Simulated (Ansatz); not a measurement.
## SiH$_{2}$F$_{2}$: frequency calculation

System: SiH$_{2}$F$_{2}$.
Method: RKS PBE0-D4/def2-TZVP (Ansatz 0.2.0).

The geometry comes from this level: PBE0-D4/def2-TZVP. Figures and captions count atoms from 1; the log counts them from 0 in places.

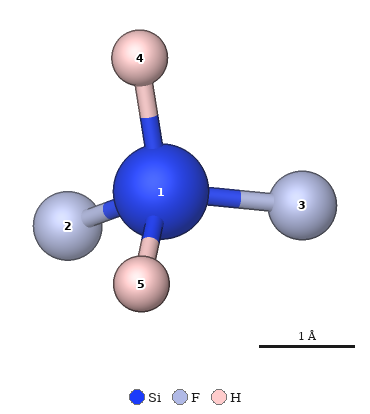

The structure (ball-and-stick view, seen at a tilt; atoms are numbered from 1 in the order of the input). Bond lengths as drawn: F–Si 1.59 Å and H–Si 1.47 Å.

The input:
```yaml
crystal:
  periodic: [false, false, false]
  atoms:
    - {symbol: Si, position_ang: [-0.458659, 0.748648, 0.454104]}
    - {symbol: F, position_ang: [-0.890335, 0.067160, -0.910907]}
    - {symbol: F, position_ang: [-1.500513, 1.899335, 0.777353]}
    - {symbol: H, position_ang: [-0.530162, -0.262211, 1.525288]}
    - {symbol: H, position_ang: [0.871492, 1.358728, 0.272764]}
basis:
  gaussian: {orbitals: def2-TZVP}
hamiltonian: {xc: pbe0, dispersion: d4}
phonons: {temperatures: {t_min: 298.15, t_max: 900, t_step: 200}}
```

Launched with:
```bash
ansatz run in.yaml --threads 4 --pin off --events-out ev --progress --plain --max-ram 9574MiB
```

What the program printed:
```
Functional definition: PBE0
  name "PBE0"
  cite "Adamo & Barone, J. Chem. Phys. 110, 6158 (1999) doi:10.1063/1.478522"
  cite "Perdew, Burke & Ernzerhof, Phys. Rev. Lett. 77, 3865 (1996) doi:10.1103/PhysRevLett.77.3865"
  parent pbe
  parameter a = 0.25
  parameter kappa = 0.804
  parameter beta = 0.06672455060314922
  exchange = (1 - a)*pbe_x(kappa = kappa, mu = beta*pi^2/3) + a*exact_x
  correlation = pbe_c(beta = beta)
668 factors; their error is unknown
mean field evaluation 1: about -13339.2114 eV, gradient 4.1e1 eV
mean field evaluation 2: about -13336.2335 eV, gradient 6.3e1 eV
mean field evaluation 4: about -13341.4438 eV, gradient 4.0e-1 eV
mean field evaluation 8: about -13341.4994 eV, gradient 4.1e-3 eV
mean field -13341.49938775 eV, -490.2910593066 hartree, gradient 7.0e-5 eV, S^2 0.000000; 0 other end points of the search recorded, 0 dependent functions left out
the calculation of the forces begins
reference -13341.49941043 eV, -490.2910601402 hartree; 17, 17 occupied and 94, 94 virtual orbitals, 668 factors
these checks for a lower state are left out or cut short: stability, starts, cluster_reference, orbital_swaps, neighbouring_geometries, increment
668 factors; their error is unknown
mean field evaluation 16: about -13341.4993 eV, gradient 1.2e-1 eV
mean field -13341.49926122 eV, -490.2910546568 hartree, gradient 1.8e-6 eV, S^2 0.000000; 0 other end points of the search recorded, 0 dependent functions left out
the calculation of the forces begins
reference -13341.49928391 eV, -490.2910554905 hartree; 17, 17 occupied and 94, 94 virtual orbitals, 668 factors
these checks for a lower state are left out or cut short: stability, starts, cluster_reference, orbital_swaps, neighbouring_geometries, increment
668 factors; their error is unknown
mean field -13341.49924545 eV, -490.2910540773 hartree, gradient 2.4e-6 eV, S^2 0.000000; 0 other end points of the search recorded, 0 dependent functions left out
the calculation of the forces begins
reference -13341.49926813 eV, -490.2910549109 hartree; 17, 17 occupied and 94, 94 virtual orbitals, 668 factors
these checks for a lower state are left out or cut short: stability, starts, cluster_reference, orbital_swaps, neighbouring_geometries, increment
668 factors; their error is unknown
mean field evaluation 32: about -13341.4994 eV, gradient 1.2e-6 eV
mean field -13341.49938095 eV, -490.2910590568 hartree, gradient 1.2e-6 eV, S^2 0.000000; 0 other end points of the search recorded, 0 dependent functions left out
the calculation of the forces begins
reference -13341.49940364 eV, -490.2910598905 hartree; 17, 17 occupied and 94, 94 virtual orbitals, 668 factors
these checks for a lower state are left out or cut short: stability, starts, cluster_reference, orbital_swaps, neighbouring_geometries, increment
668 factors; their error is unknown
mean field -13341.49937691 eV, -490.2910589083 hartree, gradient 1.0e-6 eV, S^2 0.000000; 0 other end points of the search recorded, 0 dependent functions left out
the calculation of the forces begins
reference -13341.49939959 eV, -490.2910597419 hartree; 17, 17 occupied and 94, 94 virtual orbitals, 668 factors
these checks for a lower state are left out or cut short: stability, starts, cluster_reference, orbital_swaps, neighbouring_geometries, increment
668 factors; their error is unknown
mean field -13341.49932464 eV, -490.2910569876 hartree, gradient 1.5e-6 eV, S^2 0.000000; 0 other end points of the search recorded, 0 dependent functions left out
the calculation of the forces begins
reference -13341.49934732 eV, -490.2910578210 hartree; 17, 17 occupied and 94, 94 virtual orbitals, 668 factors
these checks for a lower state are left out or cut short: stability, starts, cluster_reference, orbital_swaps, neighbouring_geometries, increment
668 factors; their error is unknown
mean field -13341.49933161 eV, -490.2910572435 hartree, gradient 1.4e-6 eV, S^2 0.000000; 0 other end points of the search recorded, 0 dependent functions left out
the calculation of the forces begins
reference -13341.49935429 eV, -490.2910580773 hartree; 17, 17 occupied and 94, 94 virtual orbitals, 668 factors
these checks for a lower state are left out or cut short: stability, starts, cluster_reference, orbital_swaps, neighbouring_geometries, increment
668 factors; their error is unknown
mean field -13341.49933780 eV, -490.2910574710 hartree, gradient 2.6e-6 eV, S^2 0.000000; 0 other end points of the search recorded, 0 dependent functions left out
the calculation of the forces begins
reference -13341.49936048 eV, -490.2910583046 hartree; 17, 17 occupied and 94, 94 virtual orbitals, 668 factors
these checks for a lower state are left out or cut short: stability, starts, cluster_reference, orbital_swaps, neighbouring_geometries, increment
668 factors; their error is unknown
mean field evaluation 64: about -13341.4993 eV, gradient 8.4e-7 eV
mean field -13341.49932040 eV, -490.2910568315 hartree, gradient 8.4e-7 eV, S^2 0.000000; 0 other end points of the search recorded, 0 dependent functions left out
the calculation of the forces begins
reference -13341.49934308 eV, -490.2910576652 hartree; 17, 17 occupied and 94, 94 virtual orbitals, 668 factors
these checks for a lower state are left out or cut short: stability, starts, cluster_reference, orbital_swaps, neighbouring_geometries, increment
668 factors; their error is unknown
mean field -13341.49938017 eV, -490.2910590282 hartree, gradient 1.8e-6 eV, S^2 0.000000; 0 other end points of the search recorded, 0 dependent functions left out
the calculation of the forces begins
reference -13341.49940286 eV, -490.2910598619 hartree; 17, 17 occupied and 94, 94 virtual orbitals, 668 factors
these checks for a lower state are left out or cut short: stability, starts, cluster_reference, orbital_swaps, neighbouring_geometries, increment
668 factors; their error is unknown
mean field -13341.49938034 eV, -490.2910590345 hartree, gradient 1.8e-6 eV, S^2 0.000000; 0 other end points of the search recorded, 0 dependent functions left out
the calculation of the forces begins
reference -13341.49940303 eV, -490.2910598681 hartree; 17, 17 occupied and 94, 94 virtual orbitals, 668 factors
Total energy: -13341.54657141 eV, -490.2927932743 hartree
Atom 0 at    -0.458659     0.748648     0.454104 Å, force    -0.000109     0.000035    -0.000077 eV/Å
Atom 1 at    -0.890335     0.067160    -0.910907 Å, force     0.000010     0.000140     0.000193 eV/Å
Atom 2 at    -1.500513     1.899335     0.777353 Å, force     0.000117    -0.000180    -0.000102 eV/Å
Atom 3 at    -0.530162    -0.262211     1.525288 Å, force     0.000022     0.000039    -0.000035 eV/Å
Atom 4 at     0.871492     1.358728     0.272764 Å, force    -0.000041    -0.000034     0.000022 eV/Å
Dipole moment:     0.241593    -0.076928     0.170803 e Å
Vibrations: 316.55 709.41 729.52 871.69 900.68 981.11 984.25 2285.39 2296.08 cm⁻¹, zero-point energy 0.624550 eV
```

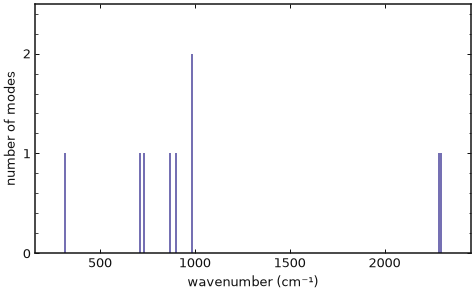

Harmonic vibrational wavenumbers from the force constants; neighbouring modes closer than 9 cm⁻¹ are counted in one stick. 9 modes from 317 to 2296 cm⁻¹, none imaginary.

Summary:

```csv
quantity,value
outcome,converged
total energy,−13341.5466 eV
mean-field energy,−13341.4994 eV
dispersion energy,−0.0472 eV
largest force (length of the vector),under 0.001 eV/Å
dipole moment,1.47 D
hardware,"4 threads of Arm Neoverse V1, 23 GiB of memory available, shared host"
wall time,5.5 s (CPU time 19 s)
peak memory,0.44 GiB
```
